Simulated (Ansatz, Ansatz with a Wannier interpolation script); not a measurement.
**La2O3 (P-3m1): what limits a Wannier interpolation of GW**

Aim: vary the Wannier model and the GW settings for La2O3 (P-3m1) and see what the interpolated bands lose.

Method: maximally localised Wannier functions, LDA, plane waves, PAW, in Ansatz 0.2.0.

### Step 1. The structure

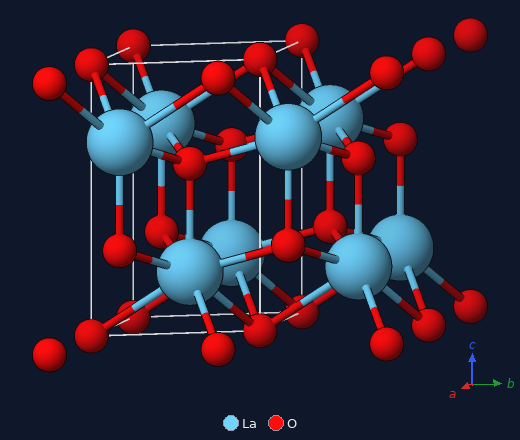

The cell as given, slightly off an axis (lanthanum blue, oxygen red). 2×2×1 cells are drawn. Bonds to atoms that aren't drawn are left out. Some periodic images of atoms are drawn too.

The cell and positions are those that the Materials Project relaxed with its own functionals (PBE, PBE+U or r2SCAN), kept fixed. Spin-orbit coupling is left out unless a step names it. The default PAW set here is soft_2. Its files were made with PBE.

### Step 2. Wannier model on 12×12×8

Localised functions give a small Hamiltonian that interpolates between mesh points at no cost.

Input file input.yaml:

```yaml
crystal:
  lattice:
    - [3.930777878, 0.0, 0.0]
    - [-1.965388939, 3.404153499, 0.0]
    - [0.0, 0.0, 6.11195352]
  atoms:
    - { symbol: La, position: [0.66666667, 0.33333333, 0.75376432] }
    - { symbol: La, position: [0.33333333, 0.66666667, 0.24623568] }
    - { symbol: O, position: [0.66666667, 0.33333333, 0.35410935] }
    - { symbol: O, position: [0.33333333, 0.66666667, 0.64589065] }
    - { symbol: O, position: [0.0, 0.0, 0.0] }
kpoints:
  mp_grid: { grid: [6, 6, 4] }
hamiltonian:
  xc: lda
scf:
  occupations: { method: fixed }
  n_extra_bands: 43
output:
  wannier:
    kmesh: [12, 12, 8]
    projections: [{ species: La, l: f, shell: 4 }, { species: O, l: p, shell: 2 }]
    minimise: true
    write_hr: true
    seedname: w
    conv_tol: 1.0e-07
    max_iter: 4000
    disentanglement:
      window: [6.12, 17.75]
      frozen_window: [6.12, 14.75]
      conv_tol: 1.0e-08
```

Command:

```console
ansatz run input.yaml --threads 4 --pin off --max-ram 18432MiB --backend cpu --events-out ev --progress --plain --runs-dir out
```

Numbers of over 12 decimals in the logs are rounded to 6 here.

Log:

```text
La: projections on atomic orbitals take those of the free atom [Kr 4d10] 4f0 5s2 5p6 5d1 6s2, of charge +0.00 (hamiltonian.pseudopotentials.projection_atoms); the dataset's partial waves leave at most 1.9e-5 of an orbital's norm unspanned inside its sphere
scf.n_extra_bands = 43 over 20 filled bands (N_el = 40.0): the run solves 63 bands
Engine: ansatz 0.2.0, aarch64-unknown-linux-gnu
Pseudopotentials: kind: paw
Pseudopotential: La, paw, valence charge 11, recommended cutoff 420 eV (normal), La.paw.azcp
Pseudopotential: O, paw, valence charge 6, recommended cutoff 420 eV (normal), O.paw.azcp
Functional definition: SPW92
  exchange = slater_x
  correlation = pw_c
Crystal: 5 atoms, lattice volume = 81.784 Å³
Basis set: ecut = 420 eV, 1641 PW (Γ)
Bands: 63, of which v1, the nominal top of the filled ones, is band 20 counted from 1 (19 counted from 0)
Symmetry: 12 space group operations
Space group: P-3m1 (ITA 164), of the structure as read, at distance tolerance 4.3e-5 Å
k-points: 24 of 144
Non-local potential: La, projectors of the file, l = 0: 3, l = 1: 2, l = 2: 2, l = 3: 3
Non-local potential: O, projectors of the file, l = 0: 2, l = 1: 2, l = 2: 1
PAW form: soft (Blöchl's): semilocal exchange-correlation on the pseudo side does not see the compensation charge
PAW frozen core: La, regenerated for the run's functional, and the local potential with it (the file was generated under x = pbe(κ = 0.804, μ = 0.219515), c = pbe(β = 0.066725))
PAW frozen core: O, regenerated for the run's functional, and the local potential with it (the file was generated under x = pbe(κ = 0.804, μ = 0.219515), c = pbe(β = 0.066725))
PAW one-centre angular grid: La, 590 points (default); XC on 64 Gauss nodes
PAW one-centre angular grid: O, 110 points (default); XC on 64 Gauss nodes
Initial density: superposition of atomic densities (neutral atoms: chi_scale 0, normalization atom), corrected by the library's trained network
Initial wavefunctions: pseudopotential atomic-orbital guess
Functional: x = slater, c = lda
SCF iter   1: F=—  HF=-13827.930539 eV  |F-HF|=—  |Δ(HF+E_count)|=         —  Δρ=1.61e-2  dr2=2.12e-1  ethr=1.77e-3  ⟨swp⟩=4.0  Hψ=4694  notcnv=0  defer=932
preconditioner: auto → Resta (q_TF=auto, 2.422 Å⁻¹)  ε∞=2.6  [insulator: Δε(μ)=3.556 eV  Ē_g=19.542 eV  n_scr=22 (ndim 8)  ℏωp=24.6 eV  f_vac=0.023  ε∞_Penn≈2.6]
SCF iter   2: F=—  HF=-13827.899304 eV  |F-HF|=—  |Δ(HF+E_count)|=   3.12e-2  Δρ=9.68e-3  dr2=5.61e-2  ethr=5.30e-4  ⟨swp⟩=2.8  Hψ=2149  notcnv=0  defer=974
SCF iter   3: F=—  HF=-13827.886568 eV  |F-HF|=—  |Δ(HF+E_count)|=   1.27e-2  Δρ=2.12e-3  dr2=1.97e-3  ethr=1.40e-4  ⟨swp⟩=2.0  Hψ=891  notcnv=0  defer=976
SCF iter   4: F=—  HF=-13827.886404 eV  |F-HF|=—  |Δ(HF+E_count)|=   1.65e-4  Δρ=1.37e-3  dr2=1.50e-3  ethr=4.93e-6  ⟨swp⟩=2.0  Hψ=1075  notcnv=0  defer=979
SCF iter   5: F=—  HF=-13827.886114 eV  |F-HF|=—  |Δ(HF+E_count)|=   2.90e-4  Δρ=1.48e-4  dr2=1.65e-5  ethr=3.74e-6  ⟨swp⟩=2.0  Hψ=837  notcnv=0  defer=930
SCF iter   6: F=—  HF=-13827.886114 eV  |F-HF|=—  |Δ(HF+E_count)|=   4.27e-7  Δρ=5.65e-5  dr2=2.45e-6  ethr=4.12e-8  ⟨swp⟩=2.7  Hψ=1952  notcnv=0  defer=914
SCF iter   7: F=-13827.886114 eV  HF=-13827.886114 eV  |F-HF|=1.47e-8  |Δ(HF+E_count)|=   3.85e-9  Δρ=7.72e-6  dr2=3.87e-8  ethr=2.50e-10  ⟨swp⟩=11.5  Hψ=10973  notcnv=0
SCF 1 converged in 7 iterations: F = -13827.886114 eV  dr2 = 3.87e-8
[...]
NSCF: frozen V_eff on 134 k-points
the Wannier pass solved 134 of the 1152 points of its mesh, and has the states at the others by symmetry: states obtained by the crystal's operations at points that were solved too leave a residual of 3.34e-13 eV (read by the count's bands and the next), within 1.11e-5 eV
SCF converged after 7 iterations
Free energy (F): -13827.886114 eV
Harris-Foulkes:  -13827.886114 eV  (|F-HF|=1.47e-8)
Internal energy: -13827.886114 eV  (E = F + TS)
E sigma→0 (E₀):  -13827.886114 eV
Fermi energy:    9.317330 eV
--- Per-component energies (eV) ---
  E_band       = -18.818297
  E_kinetic    = 907.396699
  E_local      = -1537.234824  (includes V_loc(G=0)·N_el)
  E_nonlocal   = 349.756701
  E_hartree    = 542.185236
  E_xc         = -496.557540
  E_vxc        = -577.548577  (∫ρ·V_xc dr)
  E_paw        = -10929.933452  (= ΣΔE_a)
  E_vpaw       = -245.564415  (= ΣTr[D̂ρ^β])
  E_aug_tail   = 0.007316  (compensation charges beyond the density's cutoff)
  E_ewald      = -2664.442448
  E_core_change = 0.936197  (= ΣΔE_core)
  E_smearing   = -0.000000  (= −TS)
  E_closure    = -0.000000  (closes the sum)
  Σ components = -13827.886114   (vs F -13827.886114, Δ=0.00e0)
--- Band table (eV; the first three rows and the last of 24) ---
  k-point 0: bands = [... 16 lower, 7.6129, 8.9238, 8.9238, 9.1941, 13.4488, 13.8237, 13.8237, 14.3511, ... 39 higher]
  k-point 1: bands = [... 16 lower, 7.9938, 8.8841, 8.9705, 8.9705, 13.6169, 13.8899, 13.8899, 14.3916, ... 39 higher]
  k-point 2: bands = [... 16 lower, 8.2891, 8.4905, 9.0235, 9.0235, 13.8735, 13.9504, 13.9504, 14.1694, ... 39 higher]
  k-point 23: bands = [... 16 lower, 8.7315, 9.0370, 9.0370, 9.1115, 13.4414, 14.0688, 14.1390, 14.1390, ... 39 higher]
Wannier search: line search 1 of at most 4000: gauge-dependent spread (as the search counts it) 8.7265391 Å², largest recent change 2.5e0 Å² and fall left 1.1e-2 Å² against conv_tol 1.0e-7 Å², 0 stops escaped
WARN: <dir> 492 periodic images of 492 elements of H(R) lie 4.88e-4 to 1.95e-3 Å beyond their element's nearest image, near the 9.77e-4 Å window within which an element is shared among its images; whether they share it moves the interpolated H(k) by 1.2e-3 eV (Frobenius norm, root mean square over the Brillouin zone); at the model's own mesh points H(k) does not change
```

Wall time 54 s (4 threads of Arm Neoverse V1, shared host); peak memory 2.5 GiB; 2.9 min of CPU time.

This step gave:

| Quantity | Value |
| --- | --- |
| gauge-invariant spread | 42.00 Å² |
| diagonal spread | 0.4523 Å² |
| off-diagonal spread | 7.509 Å² |
| total spread | 49.96 Å² |
| least projectability | 0.07447 |
| localisation steps | 52 |
| disentanglement steps | 314 |
| r.m.s. interpolation error | 7.49e-4 eV |
| r.m.s. error near the gap | 8.19e-4 eV |

Near the gap the model misses directly solved bands by 0.8 meV r.m.s. and by 10 meV at most in the window tested. This tests the starting bands, not the corrections carried with them.

### Step 3. Wannier model on 6×6×4

input.yaml, as its differences from that of step 2:

```diff
@@ -20,3 +20,3 @@
   wannier:
-    kmesh: [12, 12, 8]
+    kmesh: [6, 6, 4]
     projections: [{ species: La, l: f, shell: 4 }, { species: O, l: p, shell: 2 }]
```

Log:

```text
[...]
Crystal: 5 atoms, lattice volume = 81.784 Å³
Basis set: ecut = 420 eV, 1641 PW (Γ)
Bands: 63, of which v1, the nominal top of the filled ones, is band 20 counted from 1 (19 counted from 0)
Symmetry: 12 space group operations
[...]
k-points: 24 of 144
[...]
SCF iter   1: F=—  HF=-13827.930539 eV  |F-HF|=—  |Δ(HF+E_count)|=         —  Δρ=1.61e-2  dr2=2.12e-1  ethr=1.77e-3  ⟨swp⟩=4.0  Hψ=4694  notcnv=0  defer=932
[...]
SCF iter   7: F=-13827.886114 eV  HF=-13827.886114 eV  |F-HF|=1.47e-8  |Δ(HF+E_count)|=   3.85e-9  Δρ=7.72e-6  dr2=3.87e-8  ethr=2.50e-10  ⟨swp⟩=11.5  Hψ=10973  notcnv=0
SCF 1 converged in 7 iterations: F = -13827.886114 eV  dr2 = 3.87e-8
[...]
NSCF: frozen V_eff on 27 k-points
[...]
SCF converged after 7 iterations
Free energy (F): -13827.886114 eV
[...]
Internal energy: -13827.886114 eV  (E = F + TS)
E sigma→0 (E₀):  -13827.886114 eV
Fermi energy:    9.317330 eV
[...]
--- Band table (eV; the first three rows and the last of 24) ---
  k-point 0: bands = [... 16 lower, 7.6129, 8.9238, 8.9238, 9.1941, 13.4488, 13.8237, 13.8237, 14.3511, ... 39 higher]
  k-point 1: bands = [... 16 lower, 7.9938, 8.8841, 8.9705, 8.9705, 13.6169, 13.8899, 13.8899, 14.3916, ... 39 higher]
  k-point 2: bands = [... 16 lower, 8.2891, 8.4905, 9.0235, 9.0235, 13.8735, 13.9504, 13.9504, 14.1694, ... 39 higher]
  k-point 23: bands = [... 16 lower, 8.7315, 9.0370, 9.0370, 9.1115, 13.4414, 14.0688, 14.1390, 14.1390, ... 39 higher]
[...]
```

Wall time 9 s (4 threads); peak memory 0.56 GiB; 30 s of CPU time.

Numbers from this step:

| Property | Result |
| --- | --- |
| gauge-invariant spread | 38.00 Å² |
| diagonal spread | 0.3741 Å² |
| off-diagonal spread | 6.852 Å² |
| total spread | 45.23 Å² |
| least projectability | 0.1692 |
| localisation steps | 63 |
| disentanglement steps | 91 |
| r.m.s. interpolation error | 0.004221 eV |
| r.m.s. error near the gap | 0.004606 eV |

Near the gap the model misses directly solved bands by 4.6 meV r.m.s. and by 39 meV at most in the window tested. This tests the starting bands, not the corrections carried with them.

Frozen up to 5.43 eV; above it the model need not follow the bands. The electronic bands at the labelled points (eV, zero at the valence-band top; v1 is the highest filled band, c1 the lowest empty one):

| point | v4 | v3 | v2 | v1 | c1 | c2 | c3 | c4 |
| --- | --- | --- | --- | --- | --- | --- | --- | --- |
| Γ | -1.70 | -0.39 | -0.39 | -0.12 | 4.13 | 4.51 | 4.51 | 5.03 |
| M | -0.73 | -0.64 | -0.42 | -0.30 | 3.75 | 4.59 | 5.06 | 5.10 |
| K | -0.84 | -0.84 | -0.81 | -0.09 | 3.73 | 4.64 | 4.64 | 4.89 |
| Γ | -1.70 | -0.39 | -0.39 | -0.12 | 4.13 | 4.51 | 4.51 | 5.03 |
| A | -1.03 | -0.83 | -0.29 | -0.29 | 4.56 | 4.63 | 4.63 | 4.85 |
| L | -0.96 | -0.73 | -0.36 | 0.00 | 4.30 | 4.49 | 4.94 | 5.09 |
| H | -0.59 | -0.28 | -0.28 | -0.21 | 4.12 | 4.75 | 4.82 | 4.82 |
| A | -1.03 | -0.83 | -0.29 | -0.29 | 4.56 | 4.63 | 4.63 | 4.85 |
| jump to L | -0.96 | -0.73 | -0.36 | 0.00 | 4.30 | 4.49 | 4.94 | 5.09 |
| M | -0.73 | -0.64 | -0.42 | -0.30 | 3.75 | 4.59 | 5.06 | 5.10 |
| jump to H | -0.59 | -0.28 | -0.28 | -0.21 | 4.12 | 4.75 | 4.82 | 4.82 |
| K | -0.84 | -0.84 | -0.81 | -0.09 | 3.73 | 4.64 | 4.64 | 4.89 |

The same for Kohn-Sham, solved directly:

| point | v4 | v3 | v2 | v1 | c1 | c2 | c3 | c4 |
| --- | --- | --- | --- | --- | --- | --- | --- | --- |
| Γ | -1.70 | -0.39 | -0.39 | -0.12 | 4.13 | 4.51 | 4.51 | 5.03 |
| M | -0.73 | -0.64 | -0.42 | -0.30 | 3.75 | 4.59 | 5.06 | 5.10 |
| K | -0.84 | -0.84 | -0.81 | -0.09 | 3.73 | 4.64 | 4.64 | 4.89 |
| Γ | -1.70 | -0.39 | -0.39 | -0.12 | 4.13 | 4.51 | 4.51 | 5.03 |
| A | -1.03 | -0.83 | -0.29 | -0.29 | 4.56 | 4.63 | 4.63 | 4.85 |
| L | -0.96 | -0.73 | -0.36 | 0.00 | 4.30 | 4.49 | 4.94 | 5.09 |
| H | -0.59 | -0.28 | -0.28 | -0.21 | 4.12 | 4.75 | 4.82 | 4.82 |
| A | -1.03 | -0.83 | -0.29 | -0.29 | 4.56 | 4.63 | 4.63 | 4.85 |
| L | -0.96 | -0.73 | -0.36 | 0.00 | 4.30 | 4.49 | 4.94 | 5.09 |
| M | -0.73 | -0.64 | -0.42 | -0.30 | 3.75 | 4.59 | 5.06 | 5.10 |
| H | -0.59 | -0.28 | -0.28 | -0.21 | 4.12 | 4.75 | 4.82 | 4.82 |
| K | -0.84 | -0.84 | -0.81 | -0.09 | 3.73 | 4.64 | 4.64 | 4.89 |

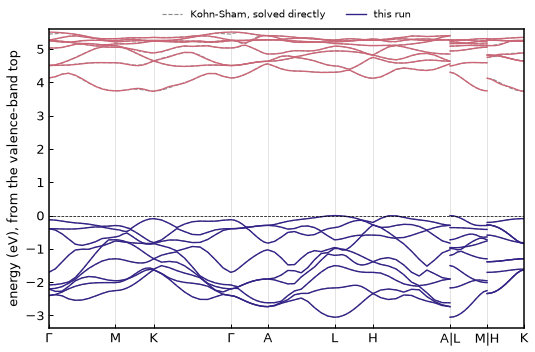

Electronic bands along the path; lines of filled and empty bands in two colours; dashed: Kohn-Sham, solved directly.

### Step 4. A faulty Wannier input

input.yaml, as its differences from that of step 3:

```diff
@@ -21,3 +21,3 @@
     kmesh: [6, 6, 4]
-    projections: [{ species: La, l: f, shell: 4 }, { species: O, l: p, shell: 2 }]
+    projections: [{ species: O, l: p, shell: 2 }]
     minimise: true
```

Log:

```text
La: projections on atomic orbitals take those of the free atom [Kr 4d10] 4f0 5s2 5p6 5d1 6s2, of charge +0.00 (hamiltonian.pseudopotentials.projection_atoms); the dataset's partial waves leave at most 1.9e-5 of an orbital's norm unspanned inside its sphere
scf.n_extra_bands = 43 over 20 filled bands (N_el = 40.0): the run solves 63 bands
Engine: ansatz 0.2.0, aarch64-unknown-linux-gnu
Pseudopotentials: kind: paw
Pseudopotential: La, paw, valence charge 11, recommended cutoff 420 eV (normal), La.paw.azcp
Pseudopotential: O, paw, valence charge 6, recommended cutoff 420 eV (normal), O.paw.azcp
Functional definition: SPW92
  exchange = slater_x
  correlation = pw_c
Crystal: 5 atoms, lattice volume = 81.784 Å³
Basis set: ecut = 420 eV, 1641 PW (Γ)
Bands: 63, of which v1, the nominal top of the filled ones, is band 20 counted from 1 (19 counted from 0)
Symmetry: 12 space group operations
Space group: P-3m1 (ITA 164), of the structure as read, at distance tolerance 4.3e-5 Å
k-points: 24 of 144
Non-local potential: La, projectors of the file, l = 0: 3, l = 1: 2, l = 2: 2, l = 3: 3
Non-local potential: O, projectors of the file, l = 0: 2, l = 1: 2, l = 2: 1
PAW form: soft (Blöchl's): semilocal exchange-correlation on the pseudo side does not see the compensation charge
PAW frozen core: La, regenerated for the run's functional, and the local potential with it (the file was generated under x = pbe(κ = 0.804, μ = 0.219515), c = pbe(β = 0.066725))
PAW frozen core: O, regenerated for the run's functional, and the local potential with it (the file was generated under x = pbe(κ = 0.804, μ = 0.219515), c = pbe(β = 0.066725))
[...]
SCF converged after 7 iterations
Free energy (F): -13827.886114 eV
Harris-Foulkes:  -13827.886114 eV  (|F-HF|=1.47e-8)
Internal energy: -13827.886114 eV  (E = F + TS)
E sigma→0 (E₀):  -13827.886114 eV
Fermi energy:    9.317330 eV
--- Per-component energies (eV) ---
  E_band       = -18.818297
  E_kinetic    = 907.396699
  E_local      = -1537.234824  (includes V_loc(G=0)·N_el)
  E_nonlocal   = 349.756701
  E_hartree    = 542.185236
  E_xc         = -496.557540
  E_vxc        = -577.548577  (∫ρ·V_xc dr)
  E_paw        = -10929.933452  (= ΣΔE_a)
  E_vpaw       = -245.564415  (= ΣTr[D̂ρ^β])
  E_aug_tail   = 0.007316  (compensation charges beyond the density's cutoff)
  E_ewald      = -2664.442448
  E_core_change = 0.936197  (= ΣΔE_core)
  E_smearing   = -0.000000  (= −TS)
  E_closure    = -0.000000  (closes the sum)
  Σ components = -13827.886114   (vs F -13827.886114, Δ=0.00e0)
--- Band table (eV; the first three rows and the last of 24) ---
  k-point 0: bands = [... 16 lower, 7.6129, 8.9238, 8.9238, 9.1941, 13.4488, 13.8237, 13.8237, 14.3511, ... 39 higher]
  k-point 1: bands = [... 16 lower, 7.9938, 8.8841, 8.9705, 8.9705, 13.6169, 13.8899, 13.8899, 14.3916, ... 39 higher]
  k-point 2: bands = [... 16 lower, 8.2891, 8.4905, 9.0235, 9.0235, 13.8735, 13.9504, 13.9504, 14.1694, ... 39 higher]
  k-point 23: bands = [... 16 lower, 8.7315, 9.0370, 9.0370, 9.1115, 13.4414, 14.0688, 14.1390, 14.1390, ... 39 higher]
WARN: one of the run's output files is refused, and neither it nor the files that depend on it are written in full: <dir> frozen window holds 16 > num_wann = 9 bands at ik = 0 (ik counts from 0, the k-points of the .win, .mmn and .eig files from 1)
Error: <dir> frozen window holds 16 > num_wann = 9 bands at ik = 0 (ik counts from 0, the k-points of the .win, .mmn and .eig files from 1)
```

The job ended after 6.8 s (4 threads; peak memory 0.56 GiB).

The run ended with an error after its SCF cycle had converged; no result of it is taken.

The program's message: “Error: <dir> frozen window holds 16 > num_wann = 9 bands at ik = 0 (ik counts from 0, the k-points of the .win, .mmn and .eig files from 1)”

The fault put into this input: trial orbitals that do not span the target bands.

[end of part 1 of 2]

[Paths, hosts, dates, memory and timing lines, banners, echoed tables and standing remarks are left out of the program output.]

[Logs are printed without paths, hosts, clocks, repeated set-up lines and the standing remarks that a program may print on its own settings, such as how far it seeks lower states.]

[Runs of the session that timed out or met a known fault of the program may be left out.]

[Hosts, paths, dates, database ids (printed as entryN), source tags and the programs' standing remarks are cut or masked in the printed files.]
